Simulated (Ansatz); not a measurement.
```yaml
atoms:
  - { symbol: Ge, position_ang: [-0.0519, 0.1214, -0.9299] }
  - { symbol: O, position_ang: [1.1984, 0.0716, 1.7430] }
  - { symbol: H, position_ang: [0.6806, -0.7572, 1.6294] }
  - { symbol: H, position_ang: [1.8767, -0.0503, 1.0325] }
  - { symbol: H, position_ang: [-1.3863, 0.9898, -0.5849] }
  - { symbol: O, position_ang: [-0.6204, -1.4260, -0.1176] }
  - { symbol: H, position_ang: [-1.5159, -1.3203, 0.2637] }
```

Not at a stationary point (largest force 0.8 eV/Å).

Theory: RKS PBE/def2-SVP (Ansatz 0.2.0).

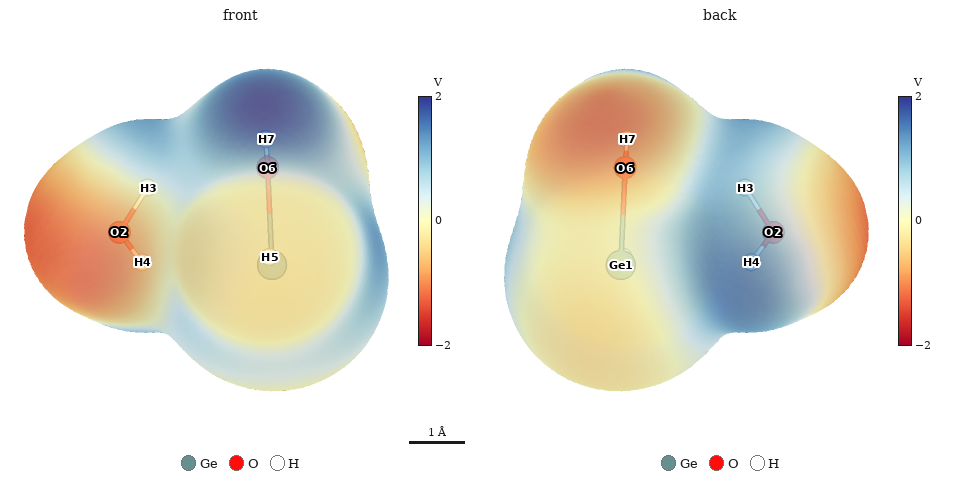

GeH2O···H2O. The electrostatic potential painted on the density surface at 0.001 e/bohr³, seen from the front and from behind; the colour scale runs from red (negative) to blue (positive).

### Describe the electrostatic potential map.

The most negative region (about −1.3 V) lies over O2, the most positive (about +1.8 V) over H7. O2 is the likeliest acceptor of a hydrogen bond.
